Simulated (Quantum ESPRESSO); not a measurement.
## MgS (F-43m): the LO frequency by hand

Aim: work out the LO frequency and the static dielectric constant of MgS (F-43m) from one linear-response run, then check them.

Method: DFT LDA, scalar-relativistic, plane waves, GBRV ultrasoft pseudopotentials, in Quantum ESPRESSO 7.5.

### Step 1. The relaxed structure

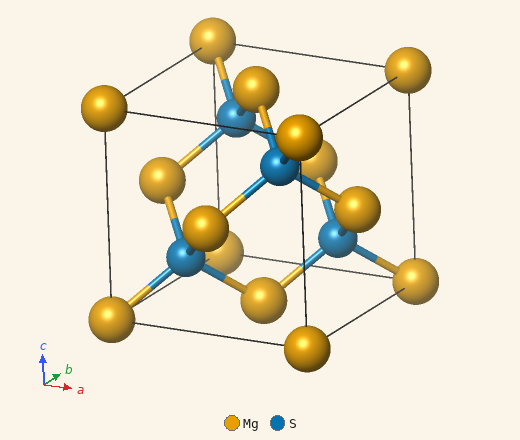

The starting structure, seen slightly off an axis (magnesium orange, sulfur blue). This picture shows the conventional cell, with its axes. Bonds to atoms that aren't drawn are left out. Some periodic images of atoms are drawn too.

As a file:

```
Mg S
1.0
    -2.79650    0.00000    2.79650
     0.00000    2.79650    2.79650
    -2.79650    2.79650    0.00000
Mg S
1 1
Direct
  0.00000 0.00000 0.00000
  0.75000 0.75000 0.75000
```

This is the cell after its relaxation at this level of theory, not the database cell from which that began.

### Step 2. What the response run gave

A linear-response run on the relaxed cell, with the response to an electric field; only its zone-centre results are used. Cutoff 55 Ry, k mesh 8×8×8.

The log of the run:

```text
[banners, grids, parts of the stress and lines that vanish by symmetry left out]
Program PHONON v.7.5
     Reading xml data from directory:

[...]
Exchange-correlation= PZ
                           (   1   1   0   0   0   0   0)
[...]
kinetic-energy cut-off    =      55.0000  Ry
     charge density cut-off    =     440.0000  Ry
     convergence threshold     =      1.0E-18
[...]
Exchange-correlation= PZ
                           (   1   1   0   0   0   0   0)
[...]
q = (   0.0000000   0.0000000   0.0000000 )
     25 Sym.Ops. (with q -> -q+G )
     G cutoff =  622.5151  (  45863 G-vectors)     FFT grid: ( 50, 50, 50)
     G cutoff =  311.2576  (  16361 G-vectors)  smooth grid: ( 36, 36, 36)
     number of k points=    29
[...]
Mode symmetry, T_d (-43m)  point group:
[...]
Dielectric constant
[...]
End of electric fields calculation
          Dielectric constant in cartesian axis
          (       4.211741296       0.000000000       0.000000000 )
          (       0.000000000       4.211741296       0.000000000 )
          (      -0.000000000      -0.000000000       4.211741296 )
          Effective charges (d Force / dE) in cartesian axis without acoustic sum rule applied (asr)
           atom    1  Mg    Mean Z*:        1.87305
      Ex  (        1.87305       -0.00000        0.00000 )
      Ey  (        0.00000        1.87305        0.00000 )
      Ez  (       -0.00000        0.00000        1.87305 )
           atom    2  S     Mean Z*:       -1.87383
      Ex  (       -1.87383       -0.00000        0.00000 )
      Ey  (       -0.00000       -1.87383        0.00000 )
      Ez  (        0.00000       -0.00000       -1.87383 )
          Effective charges Sum: Mean:       -0.00078
[...]
Effective charges (d Force / dE) in cartesian axis with asr applied:
           atom    1  Mg    Mean Z*:        1.87344
[...]
atom    2  S     Mean Z*:       -1.87344
[...]
Representation #   1 modes #   1   2   3
[...]
End of self-consistent calculation
     Convergence has been achieved
     Representation #   2 modes #   4   5   6
[...]
End of self-consistent calculation
     Convergence has been achieved
[...]
Dielectric constant in cartesian axis
          (       4.211741296       0.000000000       0.000000000 )
          (       0.000000000       4.211741296       0.000000000 )
          (      -0.000000000      -0.000000000       4.211741296 )
          Effective charges (d Force / dE) in cartesian axis without acoustic sum rule applied (asr)
           atom    1  Mg    Mean Z*:        1.87305
      Ex  (        1.87305       -0.00000        0.00000 )
      Ey  (        0.00000        1.87305        0.00000 )
      Ez  (       -0.00000        0.00000        1.87305 )
           atom    2  S     Mean Z*:       -1.87383
      Ex  (       -1.87383       -0.00000        0.00000 )
      Ey  (       -0.00000       -1.87383        0.00000 )
      Ez  (        0.00000       -0.00000       -1.87383 )
          Effective charges Sum: Mean:       -0.00078
[...]
Effective charges (d Force / dE) in cartesian axis with asr applied:
           atom    1  Mg    Mean Z*:        1.87344
[...]
atom    2  S     Mean Z*:       -1.87344
[...]
q = (    0.000000000   0.000000000   0.000000000 )
[...]
freq (    1) =      -0.349770 [THz] =     -11.667079 [cm-1]
     freq (    2) =      -0.349770 [THz] =     -11.667079 [cm-1]
     freq (    3) =      -0.349770 [THz] =     -11.667079 [cm-1]
     freq (    4) =      10.302147 [THz] =     343.642626 [cm-1]
     freq (    5) =      10.302147 [THz] =     343.642626 [cm-1]
     freq (    6) =      10.302147 [THz] =     343.642626 [cm-1]
[...]
Mode symmetry, T_d (-43m)  point group:
     freq (   1-   3) =        -11.7  [cm-1]   --> T_2  G_15 P_4   I+R
     freq (   4-   6) =        343.6  [cm-1]   --> T_2  G_15 P_4   I+R

   JOB DONE.
```

```
                       quantity   value
             cell volume Ω (Å³)  43.740
                 mass of Mg (u)  24.305
                  mass of S (u)  32.060
     Born charge of Mg, raw (e)   1.873
      Born charge of S, raw (e)  -1.874
                             ε∞   4.212
ω(TO) after the sum rule (cm⁻¹)   343.9
```

### Step 3. The calculation

The charges must sum to zero over the cell; taking off their mean, 0.000 e, leaves Z* = 1.873 e on Mg. In the polar mode Mg moves against S, so the reduced mass is μ = 24.30 × 32.06 / 56.37 = 13.825 u.

A longitudinal wave builds up a field that adds to the restoring force: ω(LO)² = ω(TO)² + 4π Z*² / (μ Ω ε∞), in Hartree atomic units. With μ = 25201 electron masses and Ω = 295.17 bohr³ the second term is 1.4078e-06 Ha², or 67811 cm⁻² (1 Ha = 219474.6 cm⁻¹).

So ω(LO) = √(118253 + 67811) = 431.4 cm⁻¹, and by the Lyddane-Sachs-Teller relation ε₀ = ε∞ (ω(LO)/ω(TO))² = 6.63.

### Step 4. Check against the program

The analysis program adds the same non-analytic term to the full matrix, here for q along (1 0 0).

The log of the run:

```text
[banner, memory and clock lines left out]
Program DYNMAT v.7.5

     Reading Dynamical Matrix from file g.dyn
     ...Force constants read
     ...epsilon and Z* read

     Polarizability (A^3 units)
     multiply by 0.482956 for Clausius-Mossotti correction
        11.179040    0.000000   -0.000000
         0.000000   11.179040   -0.000000
         0.000000    0.000000   11.179040

     IR activities are in (D/A)^2/amu units

# mode   [cm-1]    [THz]      IR
    1     -0.00   -0.0000    0.0000
    2     -0.00   -0.0000    0.0000
    3     -0.00   -0.0000    0.0000
    4    343.88   10.3091    5.8573
    5    343.88   10.3091    5.8573
    6    431.35   12.9316    5.8573
```

ε₀ comes from the program's run without a direction of q.

```
    quantity  by hand  program
ω(LO) (cm⁻¹)    431.4    431.4
          ε₀     6.63     6.63
```

### Step 5. Results

| Property | Result |
| --- | --- |
| TO mode | 343.9 cm⁻¹ |
| LO mode | 431.4 cm⁻¹ |
| static dielectric constant | 6.627 |

The LO mode of MgS (F-43m) lies at 431 cm⁻¹, 87 cm⁻¹ above the TO mode; the formula meets the program within 0.1 cm⁻¹, as it must for a cubic crystal with one polar mode. ω(LO)² − ω(TO)² goes with Z*²/ε∞: an error of 5 % in ε∞ would move the LO mode by 3.8 cm⁻¹, and semilocal functionals tend to overestimate ε∞. The acoustic modes of the response miss zero by 12 cm⁻¹, a numerical error that can touch the optical modes as well. These are harmonic values at zero temperature, at the volume of this functional, for the structure held cubic; stability elsewhere in the zone is no part of this calculation.

[Host names and launcher messages were left out of these logs when they were recorded.]

[Logs are printed without paths, hosts, clocks, repeated set-up lines and the standing remarks that a program may print on its own settings, such as how far it seeks lower states.]

[Hosts, paths, dates, database ids (printed as entryN), source tags and the programs' standing remarks are cut or masked in the printed files.]
